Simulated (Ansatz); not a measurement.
**C₃H₉AlO₃ (SMILES CC(C)[O][Al]([OH])[OH]): density, localisation and related maps**

Input

```
crystal:
  periodic: [false, false, false]
  atoms:
    - symbol: C
      position_ang: [-0.369807, -1.734146, -0.677771]
    - symbol: C
      position_ang: [0.139270, -0.302860, -0.601412]
    - symbol: C
      position_ang: [0.402340, 0.136266, 0.830891]
    - symbol: Al
      position_ang: [-2.375748, 0.987164, -0.914979]
    - symbol: O
      position_ang: [-0.762884, 0.573874, -1.227489]
    - symbol: O
      position_ang: [-3.176399, 2.108027, -1.903471]
    - symbol: O
      position_ang: [-3.190970, 0.276661, 0.393640]
    - symbol: H
      position_ang: [0.359597, -2.445129, -0.260030]
    - symbol: H
      position_ang: [-1.310347, -1.833407, -0.110258]
    - symbol: H
      position_ang: [-0.562137, -2.014878, -1.724456]
    - symbol: H
      position_ang: [1.089283, -0.240146, -1.165378]
    - symbol: H
      position_ang: [1.164749, -0.494618, 1.313346]
    - symbol: H
      position_ang: [-0.524804, 0.069889, 1.424608]
    - symbol: H
      position_ang: [0.756122, 1.178282, 0.851041]
    - symbol: H
      position_ang: [-2.765882, 2.539436, -2.654307]
    - symbol: H
      position_ang: [-4.101340, 0.466091, 0.625026]
basis:
  gaussian:
    orbitals: def2-SVPD
hamiltonian:
  xc: {name: PBE0}
output: {forces: true, orbitals: {seedname: orbitals}}
```

Run with:

```sh
ansatz run input.yaml --threads 2 --pin off --max-ram 6090MiB --events-out events.jsonl --progress --plain --runs-dir runs
```

Geometry: PBE0-D4/def2-SVP.

The calculation used Ansatz 0.2.0, isolated molecule in a Gaussian basis; Kohn-Sham density functional theory, functional PBE0.

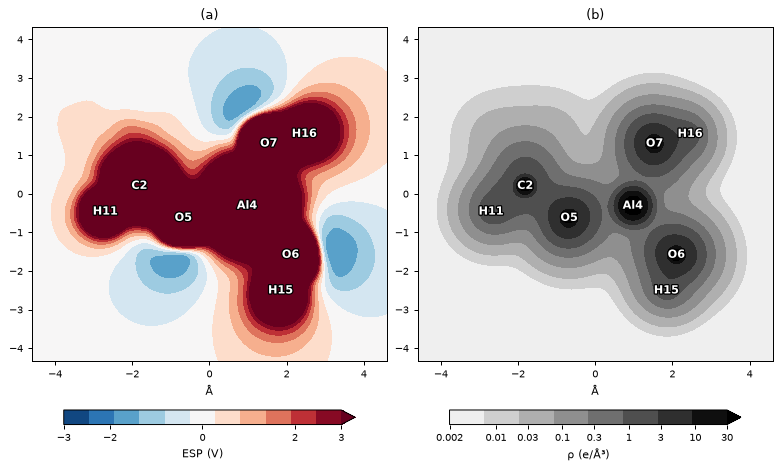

Figure 1. (a) electrostatic potential; (b) electron density on the plane of atoms Al4, O6 and H15.

### What do the fields say about this system?

- The section cuts through C, Al, O and H sites.
- C–O (1.41 Å): the density is about 2 e/Å³ at the midpoint, with its minimum of 1.7 e/Å³ about 0.5 Å from C.
- Al–O (1.69 Å): ρ is about 0.84 e/Å³ halfway.
- O–H (0.96 Å): the density is about 3.7 e/Å³ at the midpoint.
- C–H (1.11 Å): ρ is about 2 e/Å³ halfway.
- Outside the dense part of the molecule the potential is most negative (−1.9 V) near O5.

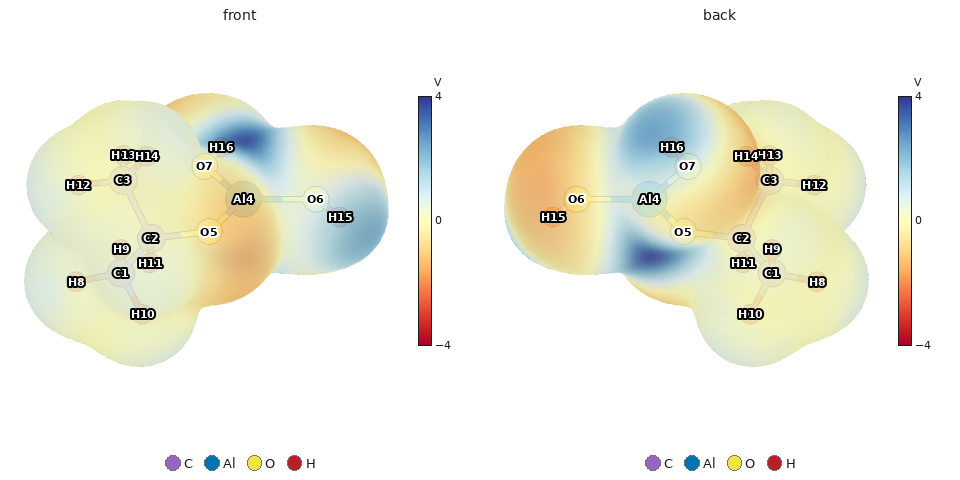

Figure 2. The electrostatic potential painted on the density surface at 0.002 e/bohr³, seen from the front and from behind; the colour scale runs from red (negative) to blue (positive).

### Where is the surface potential most negative and most positive?

The most negative region (about −1.4 V, or −32 kcal/mol for a unit charge) lies over O6, the most positive (about +3.5 V, or +81 kcal/mol for a unit charge) over Al4. O6 is the likeliest acceptor of a hydrogen bond.

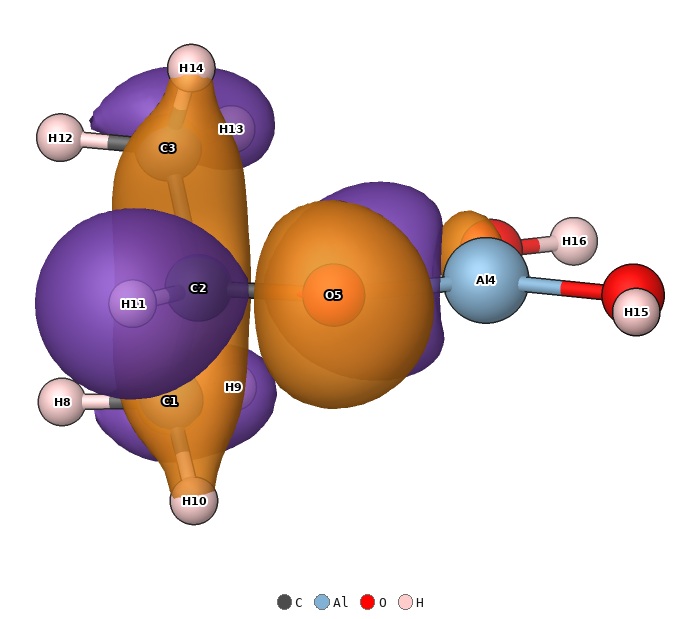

Figure 3. The HOMO−1 at ±0.1 Å⁻³ᐟ² (orange and purple are the two phases), seen across its widest extent.

### Describe this orbital and give its energy.

It lies mainly on O5 (about 45 %), C2 (about 15 %), H11 (about 10 %), C1 (about 5 %) and C3 (about 5 %). Its energy is −8.18 eV.
